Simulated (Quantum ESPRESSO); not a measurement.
# Core-hole calculation of the Gd L₃ edge in GdO2 (P2_1/m)

Aim: the near-edge shape at the Gd L₃ edge of GdO2 (P2_1/m), and what the core hole does to it.

Program: Quantum ESPRESSO 7.5. Level of theory: X-ray absorption near-edge structure, plane-wave PAW LDA, one-electron final states by a Lanczos continued fraction, without spin-orbit coupling. Results are calculated unless marked as measured.

**1. Set-up**

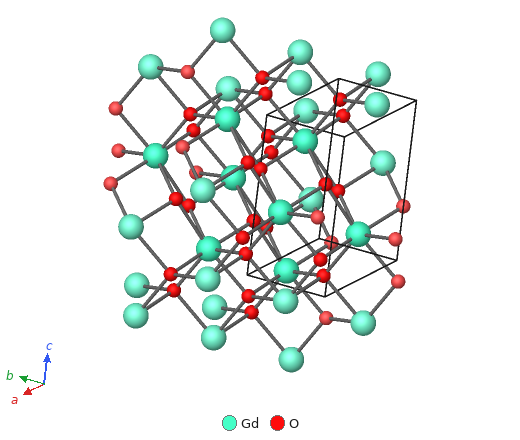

Start, viewed from a free direction; gadolinium teal, oxygen red. 2×2×1 cells are drawn. Some periodic images of atoms are drawn too.

**2. Ground state of the crystal**

A plain self-consistent run shows whether there is a gap, which decides the set-up of the core-hole run.

The PAW data sets are made with ld1.x, with reconstruction data.

Contents of scf.in:

```
&control
   calculation='scf', prefix='x', pseudo_dir='../pp', outdir='tmp', tprnfor=.true.
/
&system
   ibrav=0, nat=6, ntyp=3, nbnd=28
   ecutwfc=47, ecutrho=360
   occupations='smearing', smearing='mv', degauss=0.015
/
&electrons
   conv_thr=6.0e-08, electron_maxstep=120
   mixing_beta=0.5
/
ATOMIC_SPECIES
Gd3 1.0 Gd.lda-spdn-kjpaw.UPF
Gd 1.0 Gd.lda-spdn-kjpaw.UPF
O 1.0 O.lda-n-kjpaw.UPF
CELL_PARAMETERS angstrom
  4.18441800 0.00000000 0.00000000
  0.00000000 3.72870900 0.00000000
  -1.52079600 0.00000000 5.88989000
ATOMIC_POSITIONS crystal
Gd3  0.68094300 0.75000000 0.79787900
Gd   0.31905700 0.25000000 0.20212100
O    0.30052400 0.75000000 0.44098500
O    0.69947600 0.25000000 0.55901500
O    0.23944800 0.75000000 0.95678800
O    0.76055200 0.25000000 0.04321200
K_POINTS automatic
7 7 5 0 0 0
```

The run is started by

```bash
OMP_NUM_THREADS=1 mpirun --oversubscribe --bind-to none -np 4 pw.x -nk 4 -in scf.in > scf.out
```

Log:

```text
     [... banner and references ...]
using ibrav=0 with symmetry is DISCOURAGED, use correct ibrav instead

     G-vector sticks info
     --------------------

     Using Slab Decomposition

     bravais-lattice index     =            0
     lattice parameter (alat)  =       7.9074  a.u.
     unit-cell volume          =     620.1508 (a.u.)^3
     number of atoms/cell      =            6
     number of atomic types    =            3
     number of electrons       =        46.00
     number of Kohn-Sham states=           28
     kinetic-energy cutoff     =      47.0000  Ry
     charge density cutoff     =     360.0000  Ry
     scf convergence threshold =      6.0E-08
     mixing beta               =       0.5000
     number of iterations used =            8  plain     mixing
     Exchange-correlation= SLA  PZ   NOGX NOGC
                           (   1   1   0   0   0   0   0)

     celldm(1)=   7.907404  celldm(2)=   0.000000  celldm(3)=   0.000000
     celldm(4)=   0.000000  celldm(5)=   0.000000  celldm(6)=   0.000000

     crystal axes: (cart. coord. in units of alat)
               a(1) = (   1.000000   0.000000   0.000000 )
               a(2) = (   0.000000   0.891094   0.000000 )
               a(3) = (  -0.363443   0.000000   1.407577 )

     reciprocal axes: (cart. coord. in units 2 pi/alat)
               b(1) = (  1.000000 -0.000000  0.258204 )
               b(2) = (  0.000000  1.122216 -0.000000 )
               b(3) = (  0.000000  0.000000  0.710441 )

     PseudoPot. #1 for Gd:     Pseudo is Projector augmented-wave + core cor, Zval = 11.0

     PseudoPot. #2 for Gd:     Pseudo is Projector augmented-wave + core cor, Zval = 11.0

     ../pp/O.lda-n-kjpaw.UPF
     Pseudo is Projector augmented-wave + core cor, Zval =  6.0
     Shape of augmentation charge: PSQ
     Using radial grid of 1095 points,  4 beta functions with:
                l(1) =   0
                l(2) =   0
                l(3) =   1
                l(4) =   1
     Q(r) pseudized with 0 coefficients

     atomic species   valence    mass     pseudopotential
     Gd3              11.00     1.00000     Gd( 1.00)
     Gd               11.00     1.00000     Gd( 1.00)
     O                 6.00     1.00000     O ( 1.00)

      2 Sym. Ops. (no inversion) found ( 1 have fractional translation)

   Cartesian axes

     site n.     atom                  positions (alat units)
         1        Gd3    tau(   1) = (   0.3909597   0.6683204   1.1230760  )
         2        Gd     tau(   2) = (   0.2455976   0.2227735   0.2845008  )
         3        O      tau(   3) = (   0.1402512   0.6683204   0.6207203  )
         4        O      tau(   4) = (   0.4963061   0.2227735   0.7868566  )
         5        O      tau(   5) = (  -0.1082896   0.6683204   1.3467527  )
         6        O      tau(   6) = (   0.7448469   0.2227735   0.0608242  )

     number of k points=    72  Marzari-Vanderbilt smearing, width (Ry)=  0.0150
                       cart. coord. in units 2pi/alat
        k(    1) = (   0.0000000   0.0000000   0.0000000), wk =   0.0081633
        k(    2) = (   0.0000000   0.0000000   0.1420882), wk =   0.0163265
        k(    3) = (   0.0000000   0.0000000   0.2841763), wk =   0.0163265
        k(    4) = (   0.0000000   0.1603166   0.0000000), wk =   0.0163265
        k(    5) = (   0.0000000   0.1603166   0.1420882), wk =   0.0326531
[...]
k(   70) = (   0.4285714   0.4809498   0.3948354), wk =   0.0326531
        k(   71) = (   0.4285714   0.4809498  -0.1735172), wk =   0.0326531
        k(   72) = (   0.4285714   0.4809498  -0.0314291), wk =   0.0326531

     Dense  grid:    71533 G-vectors     FFT dimensions: (  48,  48,  72)

     Smooth grid:    27037 G-vectors     FFT dimensions: (  36,  32,  54)

     Initial potential from superposition of free atoms

     starting charge      45.9588, renormalised to      46.0000
[...]
total energy              =   -1247.21668665 Ry
     estimated scf accuracy    <       0.85256805 Ry

[...]
total energy              =   -1247.30092269 Ry
[...]
iteration # 16     ecut=    47.00 Ry     beta= 0.50
     Davidson diagonalization with overlap
     ethr =  1.22E-08,  avg # of iterations =  1.1

     total energy              =   -1247.30092366 Ry
     estimated scf accuracy    <       0.00000136 Ry

     iteration # 17     ecut=    47.00 Ry     beta= 0.50
     Davidson diagonalization with overlap
     ethr =  2.95E-09,  avg # of iterations =  2.1

     total energy              =   -1247.30092375 Ry
     estimated scf accuracy    <       0.00000006 Ry

     iteration # 18     ecut=    47.00 Ry     beta= 0.50
     Davidson diagonalization with overlap
     ethr =  1.33E-10,  avg # of iterations =  6.0

     End of self-consistent calculation

          k = 0.0000 0.0000 0.0000 (  3397 PWs)   bands (ev):

   -34.5981 -34.5374 -13.5440 -12.4525 -12.3058 -12.3009 -12.1442 -12.0804
    -9.7904  -8.9532  -8.4669  -7.7301   3.2609   3.3196   3.5746   3.8266
     4.5819   4.9690   5.4473   5.6153   6.0423   6.0613   6.2617   6.3004
    11.7991  12.3122  12.5730  13.5619

          k = 0.0000 0.0000 0.1421 (  3385 PWs)   bands (ev):

   -34.5950 -34.5405 -13.4529 -12.4981 -12.3604 -12.2885 -12.2473 -12.0936
    -9.5419  -8.9367  -8.4872  -7.8731   3.2676   3.3590   3.7804   3.9829
[...]
12.1215  12.4884  12.6515  13.4708

          k = 0.0000 0.0000 0.2842 (  3384 PWs)   bands (ev):

[...]
12.7188  12.8033  12.9589  13.3326

          k = 0.0000 0.1603 0.0000 (  3395 PWs)   bands (ev):

[...]
12.2284  12.3495  12.5965  13.5766

          k = 0.0000 0.1603 0.1421 (  3386 PWs)   bands (ev):

[...]
12.4278  12.4734  12.7249  13.5498

[...]
k = 0.1429 0.0000-0.2473 (  3391 PWs)   bands (ev):

[...]
k = 0.1429 0.0000-0.1052 (  3391 PWs)   bands (ev):

[...]
k = 0.1429 0.1603-0.2473 (  3383 PWs)   bands (ev):

[...]
k = 0.1429 0.1603-0.1052 (  3378 PWs)   bands (ev):

[...]
k = 0.1429 0.3206-0.2473 (  3365 PWs)   bands (ev):

[...]
k = 0.4286 0.3206-0.0314 (  3371 PWs)   bands (ev):

[...]
k = 0.4286 0.4809 0.1107 (  3387 PWs)   bands (ev):

[...]
k = 0.4286 0.4809 0.2527 (  3375 PWs)   bands (ev):

[...]
k = 0.4286 0.4809 0.3948 (  3369 PWs)   bands (ev):

[...]
12.2211  12.4058  13.4475  13.4978

          k = 0.4286 0.4809-0.1735 (  3365 PWs)   bands (ev):

[...]
12.1810  12.3537  13.4440  13.5138

          k = 0.4286 0.4809-0.0314 (  3384 PWs)   bands (ev):

   -34.5451 -34.5403 -13.4162 -13.3933 -12.7681 -12.5317 -12.3654 -12.3247
    -8.7685  -8.6851  -7.7384  -7.6454   3.0682   3.1502   4.1592   4.3963
     4.8384   5.0470   5.3016   5.5119   5.6752   5.7843   6.3398   6.4342
    12.2793  12.4334  13.3719  13.4991

     the Fermi energy is     6.2385 ev

!    total energy              =   -1247.30092379 Ry
     total all-electron energy =    -45654.098186 Ry
     estimated scf accuracy    <       0.00000002 Ry
     smearing contrib. (-TS)   =      -0.00008211 Ry
     internal energy E=F+TS    =   -1247.30084169 Ry

     The total energy is F=E-TS. E is the sum of the following terms:
     one-electron contribution =     -70.02993991 Ry
     hartree contribution      =      61.93500351 Ry
     xc contribution           =    -154.22024851 Ry
     ewald contribution        =    -210.60288759 Ry
     one-center paw contrib.   =    -874.38276919 Ry

     convergence has been achieved in  18 iterations

     Forces acting on atoms (cartesian axes, Ry/au):

     atom    1 type  1   force =    -0.00633163    0.00000000   -0.00581978
     atom    2 type  2   force =     0.00633427    0.00000000    0.00581683
     atom    3 type  3   force =     0.01778796    0.00000000    0.00991751
     atom    4 type  3   force =    -0.01778904    0.00000000   -0.00991542
     atom    5 type  3   force =     0.00160500    0.00000000    0.00407554
     atom    6 type  3   force =    -0.00160656    0.00000000   -0.00407468

     Total force =     0.031872     Total SCF correction =     0.000318

     XML data file, charge density, pseudopotentials, collected wavefunctions

=------------------------------------------------------------------------------=
   JOB DONE.
=------------------------------------------------------------------------------=
```

Run time: 39 s. Hardware: 4 MPI ranks of Intel Xeon Platinum 8488C (Sapphire Rapids), shared host; peak memory 0.17 GiB; 2.6 min of CPU time.

Absorbing atoms carry a label of their own (element plus a letter or digit), as the spectrum program needs them as separate species.

The mesh shows no gap, so the system is treated as a metal and the core electron is put at the Fermi level (neutral cell).

**3. Spectrum without a core hole, Gd atom 1**

Without a hole the spectrum is the empty density of states of the right symmetry on the absorber, weighted by matrix elements. It needs only the small cell and serves as the baseline.

The absorber has 2 O at 2.29 Å, 1 O at 2.35 Å, 2 O at 2.36 Å and 2 O at 2.38 Å (7-fold, site symmetry m).

Contents of xspectra.in:

```
&input_xspectra
   calculation='xanes_dipole', edge='L3'
   prefix='x', outdir='tmp', xiabs=1, xe0=6.2385
   xonly_plot=.false., x_save_file='xanes.sav'
   xniter=3000, xcheck_conv=20, xerror=0.005
   xcoordcrys=.false., xepsilon(1)=1, xepsilon(2)=0, xepsilon(3)=0
/
&plot
   xnepoint=501, xemin=-10, xemax=70, terminator=.true., cut_occ_states=.true.
   xgamma=0.4
/
&pseudos
   filecore='../Gd.wfc'
/
&cut_occ
   cut_desmooth=0.1, cut_stepl=0.05, cut_stepu=0.05, cut_ierror=1e-5
/
6 6 4 0 0 0
```

The run is started by

```bash
OMP_NUM_THREADS=1 mpirun --oversubscribe --bind-to none -np 4 xspectra.x -nk 4 -in xspectra.in > xspectra.out
```

Log:

```text
     [... banner and references ...]
Reading input_file

     calculation: xanes_dipole

     xepsilon  [cartesian coordinates]:   1.000000   0.000000   0.000000

     xonly_plot: FALSE
        => complete calculation: Lanczos + spectrum plot

     filecore (core-wavefunction file): ../Gd.wfc

     main plot parameters:
        cut_occ_states: TRUE
        gamma_mode:  constant
        -> using xgamma [eV]:  0.40
        xemin [eV]: -10.00
        xemax [eV]:  70.00
        xnepoint:  501
        xe0 [eV]:   6.238500 (energy zero read in input file)

[...]
Results of STEP 1 successfully written in x_save_file
     x_save_file name:
     ->  xanes.sav
     x_save_file version:  2

     ... End STEP 1 ...

     ... Begin STEP 2 ...

     The spectrum is calculated using the following parameters:
        xe0 [eV]:    6.2385
        the occupied states are elimintate from the spectrum
        xemin [eV]: -10.00
        xemax [eV]:  70.00
        xnepoint:  501
        constant broadening parameter [eV]:    0.400
        Core level energy [eV]:  -7243.
         (from electron binding energy of neutral atoms in X-ray data booklet)

     Cross-section successfully written in xanes.dat

     ... End STEP 2 ...

                                END JOB XSpectra
```

Run time: 5.5 min. Hardware: 4 MPI ranks; peak memory 0.13 GiB.

The core hole lives too briefly for so narrow a line (tabulated full width 4.0 eV). The run keeps xgamma small, and the tables are broadened afterwards: Lorentzian half width 2 eV (not a setting of the program: the run's 0.4 eV curve was folded afterwards with a further Lorentzian).

The Gd L₃ spectrum, Gd atom 1, no core hole (energy from the energy zero of the input (xe0, at the border of filled and empty states); intensity scaled to a mean of 1 over the first 20 eV; folded afterwards to Lorentzian half width 2 eV; the points at xe0, where the cut of filled states can leave a spike, are interpolated; polarised curves are means over the symmetry-equivalent atoms):

```csv
E (eV),isotropic,ε ∥ x,ε ∥ y,ε ∥ z
-2.0,0.12,0.12,0.12,0.12
-0.5,0.16,0.16,0.16,0.16
1.0,0.22,0.22,0.22,0.22
2.5,0.33,0.33,0.34,0.33
4.0,0.56,0.56,0.57,0.55
5.5,1.03,1.03,1.05,1.01
7.0,1.64,1.64,1.63,1.64
8.5,1.96,1.96,1.91,2.00
10.0,1.93,1.86,1.97,1.95
11.5,1.49,1.44,1.55,1.48
13.0,1.07,1.12,1.04,1.06
14.5,0.85,0.91,0.80,0.85
16.0,0.74,0.77,0.71,0.73
17.5,0.69,0.70,0.68,0.69
19.0,0.68,0.69,0.68,0.68
20.5,0.67,0.68,0.67,0.65
22.0,0.65,0.66,0.65,0.63
23.5,0.65,0.65,0.65,0.63
25.0,0.65,0.63,0.67,0.65
26.5,0.65,0.62,0.68,0.65
28.0,0.64,0.61,0.66,0.64
29.5,0.64,0.61,0.65,0.65
31.0,0.66,0.64,0.66,0.67
```

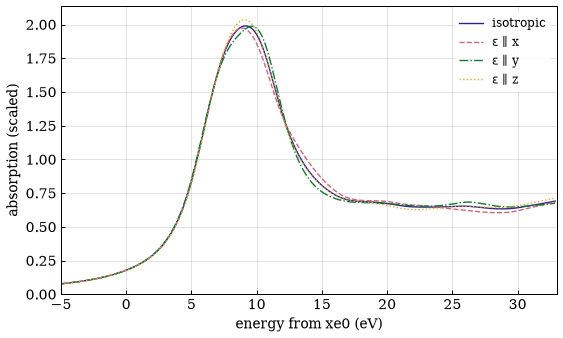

The Gd L₃ edge, Gd atom 1, no core hole: main maxima at 9.2 eV.

Main maxima below 30 eV (height): 9.2 eV (1.99). At an L edge the dipole rule selects empty d (and weakly s) states on the absorber, and the strong line at the onset measures the empty part of its d band.

**4. Reference energy of the supercell**

The photon energy needs a difference of total energies, so the cell and mesh of the coming hole run are first run without a hole.

Contents of scf.in:

```
&control
   calculation='scf', prefix='x', pseudo_dir='../pp', outdir='tmp', tprnfor=.true.
/
&system
   ibrav=0, nat=12, ntyp=2, nbnd=57
   ecutwfc=47, ecutrho=360
   occupations='smearing', smearing='mv', degauss=0.015
/
&electrons
   conv_thr=1.2e-07, electron_maxstep=120
   mixing_beta=0.5
/
ATOMIC_SPECIES
Gd 1.0 Gd.lda-spdn-kjpaw.UPF
O 1.0 O.lda-n-kjpaw.UPF
CELL_PARAMETERS angstrom
  -4.18441800 3.72870900 0.00000000
  -4.18441800 -3.72870900 0.00000000
  2.66362200 0.00000000 5.88989000
ATOMIC_POSITIONS crystal
Gd   0.43346800 0.68346800 0.79787900
Gd   0.93346800 0.18346800 0.79787900
Gd   0.06653200 0.81653200 0.20212100
Gd   0.56653200 0.31653200 0.20212100
O    0.44523050 0.69523050 0.44098500
O    0.94523050 0.19523050 0.44098500
O    0.05476950 0.80476950 0.55901500
O    0.55476950 0.30476950 0.55901500
O    0.73367000 0.98367000 0.95678800
O    0.23367000 0.48367000 0.95678800
O    0.76633000 0.51633000 0.04321200
O    0.26633000 0.01633000 0.04321200
K_POINTS automatic
5 5 5 0 0 0
```

The run is started by

```bash
OMP_NUM_THREADS=1 mpirun --oversubscribe --bind-to none -np 4 pw.x -nk 4 -in scf.in > scf.out
```

Log:

```text
     [... banner and references ...]
[banner, memory and clock lines left out]
Found identity + ( -0.5000  0.5000  0.0000) symmetry
     This is a supercell, fractional translations are disabled
     using ibrav=0 with symmetry is DISCOURAGED, use correct ibrav instead

     G-vector sticks info

     bravais-lattice index     =            0
     lattice parameter (alat)  =      10.5913  a.u.
     unit-cell volume          =    1240.3017 (a.u.)^3
[...]
atom    1 type  1   force =    -0.00638908    0.00000217   -0.00607742
     atom    2 type  1   force =    -0.00645456   -0.00000275   -0.00609125
     atom    3 type  1   force =     0.00645456    0.00000275    0.00609125
[...]
atom   11 type  2   force =    -0.00156434    0.00000088   -0.00407691
     atom   12 type  2   force =    -0.00157183   -0.00000262   -0.00407965

     Total force =     0.045075     Total SCF correction =     0.000262

     XML data file, charge density, pseudopotentials, collected wavefunctions
[key lines of the parts left out:]
!    total energy              =   -2494.60193030 Ry
the Fermi energy is     6.2384 ev
convergence has been achieved in  17 iterations
```

The job ended after 2.6 min (4 MPI ranks; peak memory 0.34 GiB; 10 min of CPU time).

Reference energy: -1242311.301 eV with the cores included.

**5. The atom with a core hole**

The frozen core must hold the hole, so the absorber gets a data set of its own.

Contents of Gd.lda-spdn-kjpaw-2pch.ld1.in:

```
&input
   title='Gd', zed=64., rel=1, iswitch=3, dft='PZ',
   config='1s2 2s2 2p5 3s2 3p6 3d10 4s2 4p6 4d10 5s2 5p6 4f7.0 5d2 6s1.5 6p0.5'
/
&inputp
   file_pseudopw='Gd.lda-spdn-kjpaw-2pch.UPF', author='',
   lpaw=.true.,
   pseudotype=3,
   lloc=-1,
   rcloc=2.0,
   which_augfun='PSQ',
   rmatch_augfun_nc=.true.,
   nlcc=.true.,
   new_core_ps=.true.,
   rcore=1.1,
   tm=.true.,
   zval=12,
   lgipaw_reconstruction=.true., use_paw_as_gipaw=.true.
/
6
5S  1  0  2.00  0.00  1.30  1.70  0.0
6S  2  0  1.50  0.00  1.30  1.70  0.0
5P  2  1  6.00  0.00  1.30  1.80  0.0
6P  3  1  0.50  0.00  1.30  1.80  0.0
5D  3  2  2.00  0.00  1.30  2.00  0.0
5D  3  2  0.00  2.00  1.30  2.00  0.0
```

The run is started by

```bash
ld1.x < Gd.lda-spdn-kjpaw-2pch.ld1.in > Gd.lda-spdn-kjpaw-2pch.ld1.out
```

Log:

```text
     [... banner and references ...]
PAW data will be used for GIPAW calculation
     --------------------------- All-electron run ----------------------------

     Gd
     scalar relativistic calculation

     atomic number is 64.00
     dft =PZ   lsd =0 sic =0 latt =0  beta=0.20 tr2=1.0E-14
     Exchange-correlation= PZ
                           (   1   1   0   0   0   0   0)
     mesh =1263 r(mesh) = 101.10069 a.u. xmin = -7.00 dx = 0.01250
     1 Ry =  13.60569312 eV, c = 137.03599908

     n l     nl                  e(Ry)          e(Ha)          e(eV)
     1 0     1S 1( 2.00)     -3699.5807     -1849.7904    -50335.3600
     2 0     2S 1( 2.00)      -619.8006      -309.9003     -8432.8173
     2 1     2P 1( 5.00)      -554.4175      -277.2087     -7543.2340
[...]
3 2     3D 1(10.00)       -91.5392       -45.7696     -1245.4549
[...]
4 2     4D 1(10.00)       -11.9612        -5.9806      -162.7407
[...]
final scf error:  4.1E-15 reached in  30 iterations

     Etot =  -21980.425564 Ry,  -10990.212782 Ha, -299058.924933 eV

     Ekin =   23614.311191 Ry,   11807.155595 Ha,  321289.071370 eV
     Encl =  -53608.356126 Ry,  -26804.178063 Ha, -729378.842285 eV
     Eh   =    8481.044819 Ry,    4240.522409 Ha,  115390.493165 eV
     Exc  =    -467.425447 Ry,    -233.712723 Ha,   -6359.647183 eV

     normalization and overlap integrals

     s(1S/1S) =  1.000000  <r> =   0.0219  <r2> =    0.0007  r(max) =   0.0140
     s(1S/2S) = -0.023030
     s(1S/3S) = -0.010030
     s(1S/4S) = -0.004855
[...]
s(2S/2S) =  1.000000  <r> =   0.0929  <r2> =    0.0102  r(max) =   0.0784
[...]
normalization and overlap integrals

[...]
s(3D/3D) =  1.000000  <r> =   0.2169  <r2> =    0.0553  r(max) =   0.1766
     s(3D/4D) = -0.001297
     s(3D/5D) = -0.000301
[...]
s(4S/6S) = -0.000177
[...]
s(4P/6P) = -0.000109
     s(4D/4D) =  1.000000  <r> =   0.6185  <r2> =    0.4434  r(max) =   0.5440
     s(4D/5D) = -0.000223
     s(5S/5S) =  1.000000  <r> =   1.2967  <r2> =    1.8907  r(max) =   1.1660
     s(5S/6S) = -0.000096
     s(5P/5P) =  1.000000  <r> =   1.5040  <r2> =    2.5680  r(max) =   1.3213
     s(5P/6P) = -0.000055
     s(4F/4F) =  1.000000  <r> =   0.7861  <r2> =    0.7891  r(max) =   0.5372
     s(5D/5D) =  1.000000  <r> =   2.4637  <r2> =    7.3611  r(max) =   1.8060
     s(6S/6S) =  1.000000  <r> =   3.7462  <r2> =   15.9497  r(max) =   3.1696
     s(6P/6P) =  1.000000  <r> =   5.2286  <r2> =   31.5136  r(max) =   4.2786

     ------------------------ End of All-electron run ------------------------

     ---------------------- Testing the pseudopotential ----------------------

     Gd
     scalar relativistic calculation

     atomic number is 64.00   valence charge is 12.00
     dft = SLA  PZ   NOGX NOGC   lsd =0 sic =0 latt =0  beta=0.20 tr2=1.0E-14
     mesh =1263 r(mesh) = 101.10069 xmin = -7.00 dx = 0.01250

     n l     nl             e AE (Ry)        e PS (Ry)    De AE-PS (Ry)
[...]
3 1     6P   1( 0.50)       -0.13165       -0.13164       -0.00000
     3 2     5D   1( 2.00)       -0.31850       -0.31849       -0.00001

     eps = 1.4E-16  iter =  6

     Etot =  -21980.425564 Ry,  -10990.212782 Ha, -299058.924933 eV
     Etotps =  -539.354222 Ry,    -269.677111 Ha,   -7338.288034 eV

     Ekin =     162.871379 Ry,      81.435690 Ha,    2215.978008 eV
     Encl =    -302.460082 Ry,    -151.230041 Ha,   -4115.179055 eV
     Ehrt =      67.660071 Ry,      33.830035 Ha,     920.562162 eV
     Ecxc =    -467.425591 Ry,    -233.712796 Ha,   -6359.649149 eV
     (Ecc =     -46.147202 Ry,     -23.073601 Ha,    -627.864670 eV)

     ---------------------- End of pseudopotential test ----------------------
```

Wall time 1.1 s (1 MPI rank); peak memory 0.13 GiB.

(Continued in part 2 of 3.)

[Banner, clock and machine lines of the logs are left out without a mark of their own.]

[Logs are printed without paths, hosts, clocks, repeated set-up lines and the standing remarks that a program may print on its own settings, such as how far it seeks lower states.]

[Hosts, paths, dates, database ids (printed as entryN), source tags and the programs' standing remarks are cut or masked in the printed files.]

[Lists of maxima count a maximum above −3 eV only where it reaches 4 % of the highest in the window and stands out from its surroundings by 2 % of it (1.5 % where it reaches 55 %); shoulders and weaker maxima are passed over, and of the rest the first, up to two pre-edge ones and the few strongest are named.]
